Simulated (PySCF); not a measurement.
```
atom    x (Å)    y (Å)    z (Å)
   B  -1.4122  -1.3306  -1.2565
   C  -1.5100  -0.2540  -0.1524
   C  -2.6008   0.8038  -0.3182
  Si   0.2031   0.6333  -0.1556
   C   1.6332  -0.5672   0.1996
   C   2.9753   0.1461   0.3128
   H  -0.9158  -2.3673  -1.0305
   H  -1.8009  -1.1084  -2.3386
   H  -1.5959  -0.6876   0.8483
   H  -2.5307   1.2802  -1.2928
   H  -3.5865   0.3471  -0.2386
   H  -2.5263   1.5793   0.4430
   H   0.4354   1.3170  -1.4375
   H   0.1429   1.6600   0.9004
   H   1.6940  -1.3152  -0.5925
   H   1.4459  -1.1151   1.1246
   H   3.7789  -0.5608   0.5130
   H   2.9539   0.8754   1.1189
   H   3.2066   0.6732  -0.6095
```

Geometry: GFN2-xTB.

The calculation used PySCF 2.14.0, PBE0/pcSseg-1, SCF density, gas phase, non-relativistic.

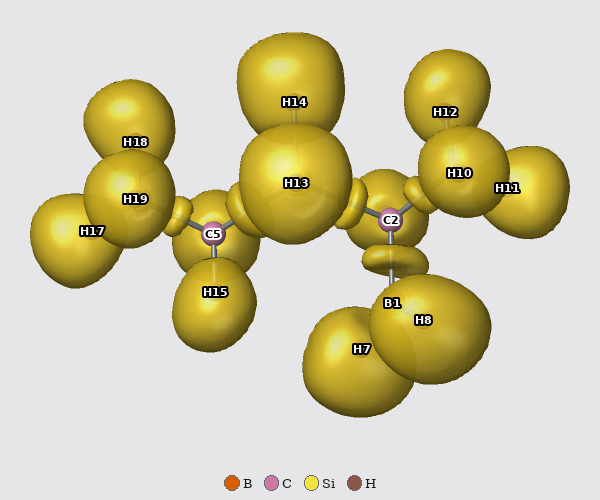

C4H13BSi (SMILES B[C@H](C)[SiH2]CC). Isosurface of the ELF at 0.85 (yellow), seen across its widest extent. Only the valence region is drawn (cores and ρ < 0.01 e/Å³ removed).

### What do the ELF domains correspond to?

At this value the surface marks out one region between bonded B–C atoms (shared pairs), two regions between bonded C–C atoms (shared pairs), two regions between bonded C–Si atoms (shared pairs) and 13 regions around hydrogen nuclei.

Values along the shortest contacts:
C–C (1.52 Å): the ELF peaks at about 0.95 between the atoms: a shared electron pair. C–B (1.55 Å): the ELF peaks at about 0.95 between the atoms, as expected for a covalent bond.
